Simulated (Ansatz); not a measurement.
# H3NO (hydroxylamine) at MP2/STO-3G

What is the vertical singlet–triplet gap of H3NO (hydroxylamine) at MP2/STO-3G? 

Program for the calculation: Ansatz 0.2.0.

45 further runs of the same task are left out: 2 that didn't finish, 43 set aside as unsound or not needed.

## (1) The system as given

The species is H3NO (5 atoms), meant as a singlet with charge 0. As SMILES, `NO`. The coordinates come from a PBE0-D4/def2-TZVP relaxation. This is one conformer, not always the lowest.

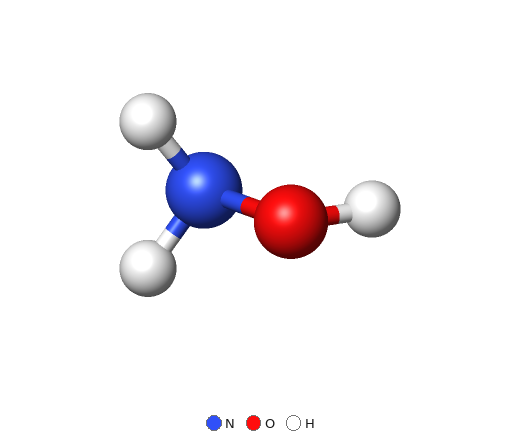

Viewed from a chosen angle; nitrogen blue, oxygen red, hydrogen white.

## (2) The energy at MP2/STO-3G

Contents of run.yaml:

```yaml
crystal:
  periodic: [false, false, false]
  atoms:
    - {symbol: "N", position_ang: [-0.165120, -0.361290, -0.321170]}
    - {symbol: O, position_ang: [0.364460, 0.666040, 0.508060]}
    - {symbol: H, position_ang: [-0.162690, -1.190020, 0.266770]}
    - {symbol: H, position_ang: [-1.141650, -0.109840, -0.446210]}
    - {symbol: H, position_ang: [1.105010, 0.995100, -0.007440]}
basis:
  gaussian:
    orbitals: STO-3G
correlation:
  method: mp2
  frozen_orbitals: {H: 0, "N": 1, O: 1}
accuracy: high
```

Run with:

```console
ansatz run run.yaml --threads 1 --pin off --max-ram 3480MiB --events-out events.jsonl --progress --plain --runs-dir runs
```

The log of the run:

```text
Warning: RAYON_NUM_THREADS=1 ignored (pool sized by the plan → 1); use --threads N
Functional definition: HF
  name "HF"
  exchange = exact_x
  correlation = 0
209 factors; integrals over basis functions are off by at most 2.3e-8 eV
mean field evaluation 1: about -3516.5443 eV, gradient 1.3e1 eV
mean field evaluation 2: about -3516.6753 eV, gradient 1.3e1 eV
mean field evaluation 4: about -3517.3380 eV, gradient 8.4e-1 eV
mean field evaluation 8: about -3517.3418 eV, gradient 2.3e-2 eV
mean field -3517.34183443 eV, -129.2599282754 hartree, gradient 2.0e-8 eV, S^2 0.000000; 0 other end points of the search recorded, 0 dependent functions left out
2 core orbitals not correlated: weight in the atoms' cores, before any rotation towards them, 1.000 or more for the frozen orbitals, at most 0.000 for the correlated occupied ones
reference -3517.34183443 eV, -129.2599282754 hartree; 7, 7 occupied and 4, 4 virtual orbitals, 209 factors
second order -2.21078982 eV of doubles, -0.00000000 eV of singles
Total energy: -3519.55262425 eV, -129.3411733029 hartree
```

Run time: 0.08 s. Hardware: 1 thread of Arm Neoverse V1, shared host.

## (3) The triplet at the same level

Contents of run.yaml:

```yaml
basis:
  gaussian:
    orbitals: STO-3G
crystal:
  periodic: [false, false, false]
  atoms:
    - {symbol: N, position_ang: [-0.165120, -0.361290, -0.321170]}
    - {symbol: O, position_ang: [0.364460, 0.666040, 0.508060]}
    - {symbol: H, position_ang: [-0.162690, -1.190020, 0.266770]}
    - {symbol: H, position_ang: [-1.141650, -0.109840, -0.446210]}
    - {symbol: H, position_ang: [1.105010, 0.995100, -0.007440]}
magnetization:
  spin_polarized: true
  initial_magnetization: 2
correlation:
  method: mp2
  frozen_orbitals: {H: 0, "N": 1, O: 1}
accuracy: high
```

Run with:

```console
ansatz run run.yaml --threads 1 --pin off --max-ram 3480MiB --events-out events.jsonl --progress --plain --runs-dir runs
```

The log of the run:

```text
Warning: RAYON_NUM_THREADS=1 ignored (pool sized by the plan → 1); use --threads N
[... 4 set-up lines as earlier in the session ...]
209 factors; integrals over basis functions are off by at most 2.3e-8 eV
mean field evaluation 1: about -3506.4596 eV, gradient 1.4e1 eV
mean field evaluation 2: about -3506.7414 eV, gradient 1.4e1 eV
mean field evaluation 4: about -3508.5146 eV, gradient 2.0e0 eV
mean field evaluation 8: about -3508.6402 eV, gradient 1.1e-1 eV
mean field evaluation 16: about -3508.6383 eV, gradient 1.7e-8 eV
mean field evaluation 32: about -3508.9731 eV, gradient 1.1e0 eV
mean field -3508.98657080 eV, -128.9528780005 hartree, gradient 1.4e-8 eV, S^2 2.008436; 7 other end points of the search recorded, 0 dependent functions left out
2 core orbitals not correlated: weight in the atoms' cores, before any rotation towards them, 1.000 or more for the frozen orbitals, at most 0.000 for the correlated occupied ones
reference -3508.98657080 eV, -128.9528780005 hartree; 8, 6 occupied and 3, 5 virtual orbitals, 209 factors
second order -1.47306507 eV of doubles, -0.00000000 eV of singles
Total energy: -3510.45963587 eV, -129.0070121434 hartree
```

It took 0.12 s on 1 thread of Arm Neoverse V1, shared host.

## (4) What came out

At MP2/STO-3G, 2 core orbitals frozen:

| quantity | value |
| --- | --- |
| singlet: total energy | -129.34117 Eh |
| singlet: correlation energy (2 core orbitals frozen) | -81.2 mEh |
| triplet: total energy | -129.00701 Eh |
| triplet: correlation energy (2 core orbitals frozen) | -54.1 mEh |
| triplet: ⟨S²⟩ of the reference determinant | 2.008 |
| vertical energy of the triplet above the singlet | 9.093 eV |

In words: At this shape the triplet lies 9.09 eV (210 kcal/mol) above the singlet. In a minimal basis such a difference can be off by several eV, whatever the method.
